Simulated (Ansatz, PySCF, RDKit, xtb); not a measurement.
# Which structure has the formula SiHTeClF?, part 2 of 2

Given the formula SiHTeClF (odd number of electrons) and nothing else, which arrangement of the atoms is the most stable in the gas at 600 K, and what are its properties?

xtb, Ansatz and PySCF; isolated molecules. Earlier steps stand in the parts before.

## (12) Free energies and the winner

Energies in kcal/mol from c196a; G adds the thermal terms to the CCSD(T)/def2-SVP + MP2/def2-TZVPP - MP2/def2-SVP energy. The columns left of the relaxed level are at the tight-binding geometries.

```
label           SMILES     spin  GFN2-xTB  HF/STO-3G  r2SCAN-D4/def2-SVP  PBE0-D3(BJ)/def2-SVP  HF/def2-SVP  MP2/def2-SVP  CCSD(T)/def2-SVP + MP2/def2-TZVPP - MP2/def2-SVP     G  share at equilibrium     T1
c196a  F[Si@H](Cl)[Te]  doublet       0.0        0.0                 0.0                   0.0          0.0           0.0                                               0.0   0.0               100.0 %  0.010
 c056   F[Si](Cl)[TeH]  doublet      13.8       22.6                16.5                  17.4         27.3          22.5                                              20.0  17.0               < 0.1 %  0.014
 c390   F[Si](Cl)[TeH]  doublet      13.5       23.5                16.7                  17.6         27.4          22.8                                              20.3  17.2               < 0.1 %  0.014
```

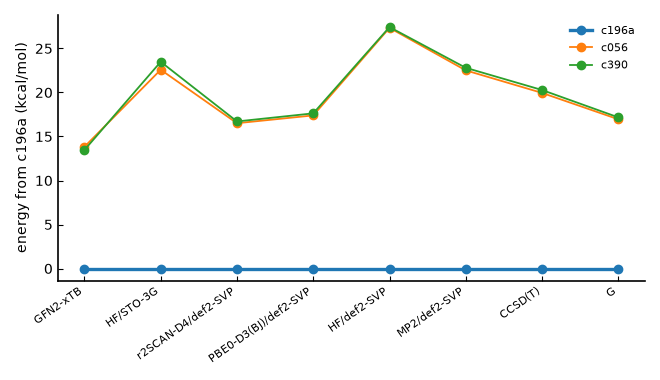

The finalists at each level, measured from c196a.

Lowest found: c196a, `F[Si@H](Cl)[Te]`, a doublet of point group C1. Bond lengths: Cl1–Si3 2.056 Å, F2–Si3 1.618 Å, Si3–Te4 2.469 Å, Si3–H5 1.482 Å. Angles: Cl1–Si3–F2 107.9°, Cl1–Si3–Te4 106.2°, F2–Si3–Te4 112.0°, Cl1–Si3–H5 110.0°, F2–Si3–H5 106.6°, Te4–Si3–H5 114.1°.

```xyz
5

Cl   -1.4132    4.2396   -1.4317
F    -1.0675    2.4638    0.9375
Si   -1.0044    2.3721   -0.6763
Te   -2.7391    0.8675   -1.5846
H     0.3808    1.9765   -1.0237
```

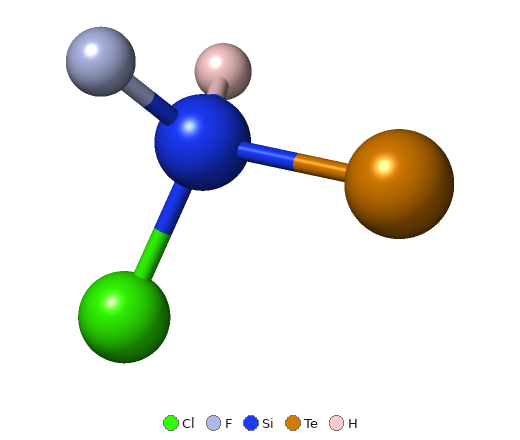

The lowest structure found, seen from a chosen angle (chlorine green, fluorine light blue, silicon blue, tellurium orange, hydrogen pink).

## (13) Density, orbitals and dipole (PBE0/def2-TZVPD)

Input file input.yaml:

```yaml
crystal:
  periodic: [false, false, false]
  atoms:
    - {symbol: Cl, position_ang: [-1.413237, 4.239641, -1.431692]}
    - {symbol: F, position_ang: [-1.067515, 2.463787, 0.937522]}
    - {symbol: Si, position_ang: [-1.004393, 2.372078, -0.676339]}
    - {symbol: Te, position_ang: [-2.739073, 0.867519, -1.584587]}
    - {symbol: H, position_ang: [0.380815, 1.976476, -1.023699]}
basis:
  gaussian:
    orbitals: def2-TZVPD
total_charge: 0
magnetization:
  spin_polarized: true
  initial_magnetization: 1
hamiltonian:
  xc: {name: PBE0}
output: {forces: true, orbitals: {seedname: orbitals}}
```

The run is started by

```bash
$ ansatz run input.yaml --threads 1 --pin off --max-ram 2610MiB --events-out events.jsonl --progress --plain --runs-dir runs
```

What it wrote (excerpt; [...] marks lines left out):

```text
Warning: RAYON_NUM_THREADS=1 ignored (pool sized by the plan → 1); use --threads N
Functional definition: PBE0
  name "PBE0"
[...]
1329 factors; their error is unknown
[...]
mean field -30422.25369889 eV, -1117.9972024902 hartree, gradient 1.4e-7 eV, S^2 0.754076; 2 other end points of the search recorded, 0 dependent functions left out
[...]
reference -30422.25374251 eV, -1117.9972040930 hartree; 33, 32 occupied and 164, 165 virtual orbitals, 1329 factors
Total energy: -30422.25374251 eV, -1117.9972040930 hartree
Atom 0 at    -1.413237     4.239641    -1.431692 Å, force     0.082754    -0.228783     0.110663 eV/Å
Atom 1 at    -1.067515     2.463787     0.937522 Å, force     0.054063    -0.039861    -0.845064 eV/Å
Atom 2 at    -1.004393     2.372078    -0.676339 Å, force    -0.084069     0.169837     0.647813 eV/Å
Atom 3 at    -2.739073     0.867519    -1.584587 Å, force     0.060953     0.038508     0.038195 eV/Å
Atom 4 at     0.380815     1.976476    -1.023699 Å, force    -0.113701     0.060299     0.048393 eV/Å
Dipole moment:     0.029399    -0.218460    -0.203287 e Å
```

Run time: 92 s. Hardware: 1 thread of Arm Neoverse V2, shared host; peak memory 0.98 GiB.

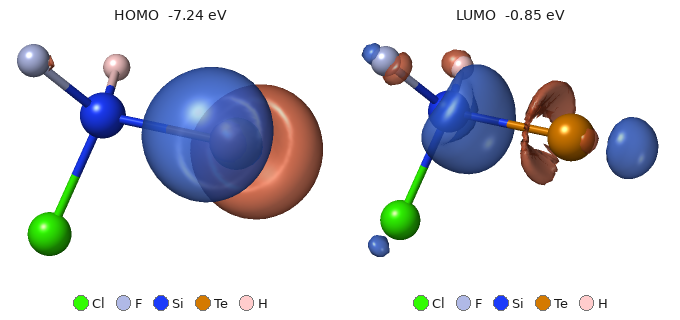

Frontier orbitals of this run (spin up), surfaces at ±0.2 Å^-3/2.

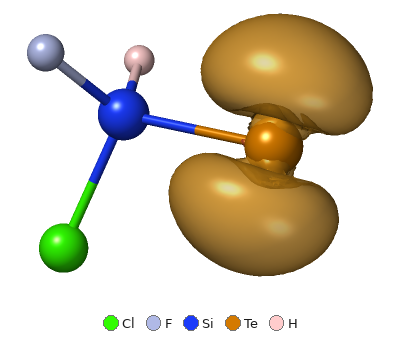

Spin density, surfaces at ±0.03 e/Å³.

## (14) Frequencies after a tight-binding relaxation (GFN2-xTB)

Input file start.xyz:

```xyz
5
c196a
Cl    -1.413237     4.239641    -1.431692
F     -1.067515     2.463787     0.937522
Si    -1.004393     2.372078    -0.676339
Te    -2.739073     0.867519    -1.584587
H      0.380815     1.976476    -1.023699
```

The run is started by

```bash
$ xtb start.xyz --gfn 2 --ohess tight --uhf 1
```

What it wrote (excerpt; [...] marks lines left out):

```text
* xtb version 6.7.1
[...]
          :  # basis functions                  35          :
[...]
          :  # electrons                        25          :
[...]
          :  Hamiltonian                  GFN2-xTB          :
[...]
          :  net charge                          0          :
          :  unpaired electrons                  1          :
[...]
   *** convergence criteria satisfied after 20 iterations ***
[...]
   *** GEOMETRY OPTIMIZATION CONVERGED AFTER 9 ITERATIONS ***
[...]
   *** convergence criteria satisfied after 3 iterations ***
[...]
         ::                     SUMMARY                     ::
         :::::::::::::::::::::::::::::::::::::::::::::::::::::
         :: total energy             -14.699561838460 Eh    ::
         :: gradient norm              0.000055957896 Eh/a0 ::
         :: HOMO-LUMO gap              4.749861895132 eV    ::
         ::.................................................::
         :: SCC energy               -14.736251192315 Eh    ::
         :: -> isotropic ES            0.030523248930 Eh    ::
         :: -> anisotropic ES         -0.002927017917 Eh    ::
         :: -> anisotropic XC         -0.004276478737 Eh    ::
         :: -> dispersion             -0.004286672043 Eh    ::
         :: repulsion energy           0.036689353855 Eh    ::
         :: add. restraining           0.000000000000 Eh    ::
         :: total charge              -0.000000000000 e     ::
         :::::::::::::::::::::::::::::::::::::::::::::::::::::
[...]
        13        1.0049           -0.3750832             -10.2065 (HOMO)
        14                         -0.2005292              -5.4567 (LUMO)
[...]
     #   Z          covCN         q      C6AA      α(0)
     1  17          0.809    -0.235   106.488    15.786
     2   9          0.705    -0.260    11.887     4.071
     3  14          3.360     0.532   110.265    20.897
     4  52          0.932     0.008   427.879    38.551
     5   1          0.923    -0.044     3.947     3.107
[...]
          | TOTAL ENERGY              -14.699561838460 Eh   |
          | TOTAL ENTHALPY            -14.679739914954 Eh   |
          | TOTAL FREE ENERGY         -14.718517011538 Eh   |
          | GRADIENT NORM               0.000056119571 Eh/α |
[...]
```

Run time: 0.16 s. Hardware: 1 thread of Arm Neoverse V2, shared host.

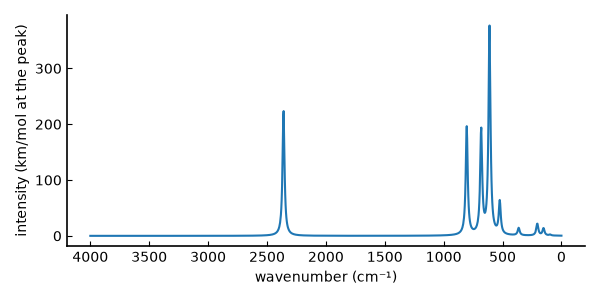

Harmonic infrared spectrum, unscaled, lines broadened by 10 cm⁻¹.

## (15) Electronic excitations (TD-B3LYP/def2-SVPD)

Input file input.py:

```python
from pyscf import gto, dft, tdscf

mol = gto.Mole()
mol.atom = '''
Cl      -1.413237       4.239641      -1.431692
F       -1.067515       2.463787       0.937522
Si      -1.004393       2.372078      -0.676339
Te      -2.739073       0.867519      -1.584587
H        0.380815       1.976476      -1.023699
'''
mol.basis = 'def2-svpd'
mol.ecp = {'Te': 'def2-svp'}
mol.verbose = 3
mol.spin = 1
mol.max_memory = 1860
mol.build()

ks = dft.UKS(mol)
ks.xc = 'b3lyp'
ks = ks.density_fit(auxbasis='def2-universal-jkfit')
ks.max_cycle = 100
ks.grids.level = 2
ks.kernel()
if not ks.converged:
    ks = ks.newton().run(ks.mo_coeff, ks.mo_occ)

e_final = ks.e_tot
print('E(%s) = %.9f' % ('B3LYP', e_final))

td = ks.TDA()
td.nstates = 5
td.kernel()
td.analyze()
roots = td.e * 27.211386
osc = td.oscillator_strength()
print('state   eV      nm      f')
for i, (w, f) in enumerate(zip(roots, osc), 1):
    print('%3d %9.4f %8.1f %9.5f' % (i, w, 1239.842 / w, f))
```

The run is started by

```bash
$ OMP_NUM_THREADS=1 python input.py
```

What it wrote:

```text
WARN: HOMO -0.617480855573422 >= LUMO -0.617480855573421

converged SCF energy = -1118.08564122888  <S^2> = 0.75205662  2S+1 = 2.0020556
E(B3LYP) = -1118.085641229
Excitation energies (eV)
[0.06748712 2.16487202 3.67858041 3.9990088  4.30351034]

** Excitation energies and oscillator strengths **
state   eV      nm      f
  1    0.0675  18371.5   0.00000
  2    2.1649    572.7   0.00073
  3    3.6786    337.0   0.00151
  4    3.9990    310.0   0.01102
  5    4.3035    288.1   0.00011
```

Run time: 5.3 min. Hardware: 1 thread of Arm Neoverse V2, shared host; peak memory 0.55 GiB.

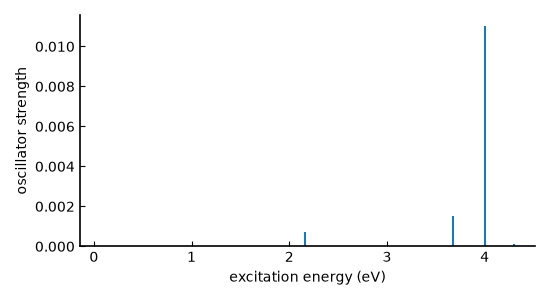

Vertical excitations as sticks.

The roots found:

```
excited state  energy (eV)  strength
            1        0.067    0.0000
            2        2.165    0.0007
            3        3.679    0.0015
            4        3.999    0.0110
            5        4.304    0.0001
```

## (16) The cation at the same geometry (PBE0/def2-TZVPD)

Changes to input.yaml since step 13:

```diff
@@ -11,8 +11,4 @@
     orbitals: def2-TZVPD
-total_charge: 0
-magnetization:
-  spin_polarized: true
-  initial_magnetization: 1
 hamiltonian:
   xc: {name: PBE0}
-output: {forces: true, orbitals: {seedname: orbitals}}
+total_charge: 1
```

The run is started by

```bash
$ ansatz run input.yaml --threads 1 --pin off --max-ram 2610MiB --events-out events.jsonl --progress --plain --runs-dir runs
```

What it wrote:

```text
Warning: RAYON_NUM_THREADS=1 ignored (pool sized by the plan → 1); use --threads N
[... 2 set-up lines as earlier in the session ...]
  parameter a = 0.25
  parameter kappa = 0.804
  parameter beta = 0.06672455060314922
  exchange = (1 - a)*pbe_x(kappa = kappa, mu = beta*pi^2/3) + a*exact_x
  correlation = pbe_c(beta = beta)
1329 factors; their error is unknown
mean field evaluation 1: about -30402.3759 eV, gradient 7.1e1 eV
mean field evaluation 2: about -30284.9162 eV, gradient 2.2e2 eV
mean field evaluation 4: about -30410.7252 eV, gradient 2.1e1 eV
mean field evaluation 8: about -30411.8236 eV, gradient 2.6e-1 eV
mean field evaluation 16: about -30412.0316 eV, gradient 8.3e-2 eV
mean field evaluation 32: about -30412.0316 eV, gradient 5.9e-5 eV
mean field -30412.03162926 eV, -1117.6215483598 hartree, gradient 1.3e-5 eV, S^2 0.000000; 3 other end points of the search recorded, 0 dependent functions left out
reference -30412.03167028 eV, -1117.6215498675 hartree; 32, 32 occupied and 165, 165 virtual orbitals, 1329 factors
Total energy: -30412.03167028 eV, -1117.6215498675 hartree
```

It took 37 s on 1 thread of Arm Neoverse V2, shared host; peak memory 0.67 GiB.

Difference from the parent: 10.22 eV. Only this spin of the product was run; a higher spin can lie lower.

## (17) The anion at the same geometry (PBE0/def2-TZVPD)

Changes to input.yaml since step 16:

```diff
@@ -11,4 +11,6 @@
     orbitals: def2-TZVPD
+scf:
+  lower_state_search: off
 hamiltonian:
   xc: {name: PBE0}
-total_charge: 1
+total_charge: -1
```

The run is started by

```bash
$ ansatz run input.yaml --threads 1 --pin off --max-ram 2610MiB --events-out events.jsonl --progress --plain --runs-dir runs
```

What it wrote (excerpt; [...] marks lines left out):

```text
Warning: RAYON_NUM_THREADS=1 ignored (pool sized by the plan → 1); use --threads N
[... 2 set-up lines as earlier in the session ...]
[...]
1329 factors; their error is unknown
[...]
mean field -30425.14065875 eV, -1118.1032963079 hartree, gradient 5.2e-6 eV, S^2 0.000000; 0 other end points of the search recorded, 0 dependent functions left out
reference -30425.14070811 eV, -1118.1032981220 hartree; 33, 33 occupied and 164, 164 virtual orbitals, 1329 factors
Total energy: -30425.14070811 eV, -1118.1032981220 hartree
Checks for a lower state left out: stability, starts, cluster_reference, orbital_swaps, neighbouring_geometries, increment
```

It took 6.6 s on 1 thread of Arm Neoverse V2, shared host.

Parent less the species with the added electron: 2.89 eV.

## (18) The quartet at the same geometry (PBE0/def2-TZVPD)

Changes to input.yaml since step 17:

```diff
@@ -9,8 +9,4 @@
 basis:
-  gaussian:
-    orbitals: def2-TZVPD
-scf:
-  lower_state_search: off
-hamiltonian:
-  xc: {name: PBE0}
-total_charge: -1
+  gaussian: {orbitals: def2-TZVPD}
+hamiltonian: {xc: pbe0}
+magnetization: {spin_polarized: true, initial_magnetization: 3}
```

The run is started by

```bash
$ ansatz run input.yaml --threads 1 --pin off --max-ram 2610MiB --events-out events.jsonl --progress --plain --runs-dir runs
```

What it wrote (excerpt; [...] marks lines left out):

```text
Warning: RAYON_NUM_THREADS=1 ignored (pool sized by the plan → 1); use --threads N
[... 7 set-up lines as earlier in the session ...]
1329 factors; their error is unknown
mean field evaluation 1: about -30414.4269 eV, gradient 2.7e1 eV
mean field evaluation 2: about -30364.9923 eV, gradient 9.7e1 eV
mean field evaluation 4: about -30417.5671 eV, gradient 5.2e0 eV
mean field evaluation 8: about -30417.7242 eV, gradient 1.4e-1 eV
mean field evaluation 16: about -30417.9288 eV, gradient 1.3e-2 eV
mean field evaluation 32: about -30417.3927 eV, gradient 3.4e0 eV
mean field -30417.92883509 eV, -1117.8382666770 hartree, gradient 2.5e-5 eV, S^2 3.753312; 6 other end points of the search recorded, 0 dependent functions left out
reference -30417.92889483 eV, -1117.8382688722 hartree; 34, 31 occupied and 163, 166 virtual orbitals, 1329 factors
Total energy: -30417.92889483 eV, -1117.8382688722 hartree
```

It took 39 s on 1 thread of Arm Neoverse V2, shared host; peak memory 0.66 GiB.

It lies 4.32 eV above the doublet.

## (19) Stability of the SCF solution (PBE0/def2-SVP)

Input file run.py:

```python
from pyscf import gto, dft

molecule = gto.M(
    atom=[
    ('Cl', (-1.413237, 4.239641, -1.431692)),
    ('F', (-1.067515, 2.463787, 0.937522)),
    ('Si', (-1.004393, 2.372078, -0.676339)),
    ('Te', (-2.739073, 0.867519, -1.584587)),
    ('H', (0.380815, 1.976476, -1.023699)),
],
    verbose=3,
    spin=1,
    basis='def2-svp',
    max_memory=1860,
    ecp={'Te': 'def2-svp'},
)

mf = dft.UKS(molecule)
mf.xc = 'pbe0'
mf = mf.density_fit(auxbasis='def2-universal-jkfit')
mf.grids.level = 3
mf.max_cycle = 100
mf.kernel()
if not mf.converged:
    mf = mf.newton().run(mf.mo_coeff, mf.mo_occ)

energy = mf.e_tot
print('E(%s) = %.9f' % ('PBE0', energy))
mo_i, mo_e, stable_i, stable_e = mf.stability(internal=True, external=True, return_status=True)
print('stable: internal', stable_i, 'external', stable_e)
```

The run is started by

```bash
$ OMP_NUM_THREADS=1 python run.py
```

What it wrote:

```text
WARN: HOMO -0.625783630732325 >= LUMO -0.625783630732323

converged SCF energy = -1117.59029945393  <S^2> = 0.75278743  2S+1 = 2.0027855
E(PBE0) = -1117.590299454
<class 'pyscf.df.df_jk.DFUKS'> wavefunction is stable in the internal stability analysis
<class 'pyscf.df.df_jk.DFUKS'> wavefunction is stable in the real -> complex stability analysis
<class 'pyscf.df.df_jk.DFUKS'> wavefunction has an UHF/UKS -> GHF/GKS instability
stable: internal True external False
```

It took 2.5 min on 1 thread of Arm Neoverse V2, shared host.

The stability test raises a flag; for an open shell a flag towards a general spinor solution can be the free rotation of the spin.

## (20) Outcome

This closing draws on all 2 parts.

| quantity | value |
| --- | --- |
| lowest structure found | F[Si@H](Cl)[Te], doublet, C1 |
| next finalist | F[Si](Cl)[TeH], doublet, 17.0 kcal/mol higher in G |
| share at equilibrium, among the finalists | 100.0 % |
| funnel | 31 starts, 13 minima at GFN2-xTB, 6 screening runs, 3 relaxed, 3 ranked |
| CPU time of all runs | 44 min |
| harmonic wavenumbers, lowest and highest (PBE0-D3(BJ)/def2-SVP) | 102 and 2290 cm⁻¹ |
| rotational constants, same geometry | 0.1335, 0.03583, 0.02954 cm⁻¹ |
| dipole moment (PBE0/def2-TZVPD) | 1.44 D |
| HOMO energy (highest over α and β) (PBE0/def2-TZVPD) | -6.93 eV |
| LUMO energy (lowest over α and β) (PBE0/def2-TZVPD) | -4.71 eV |
| lowest excitation (TD-B3LYP/def2-SVPD) | 0.07 eV (f = 0.000) |
| strongest of the states computed, same level | 4.00 eV (f = 0.011) |
| vertical ionisation energy (to the singlet cation) | 10.22 eV |
| vertical electron affinity | 2.89 eV |
| vertical quartet less doublet | +4.32 eV |

`F[Si@H](Cl)[Te]` comes out lowest. The margin of 17.0 kcal/mol over the next finalist is beyond the usual error of the last level; it says nothing of structures that weren't ranked. GFN2-xTB, HF/STO-3G, r2SCAN-D4/def2-SVP, PBE0-D3(BJ)/def2-SVP, HF/def2-SVP and MP2/def2-SVP already put its bonding pattern lowest among the structures in one piece. The largest share of the time went into the properties (29 %). Spin-orbit coupling, which matters for elements this heavy, is left out. The stability test raises a flag; for an open shell a flag towards a general spinor solution can be the free rotation of the spin. The search is not exhaustive (a finite list of starts, one conformer a finalist), so a lower isomer can't be ruled out.
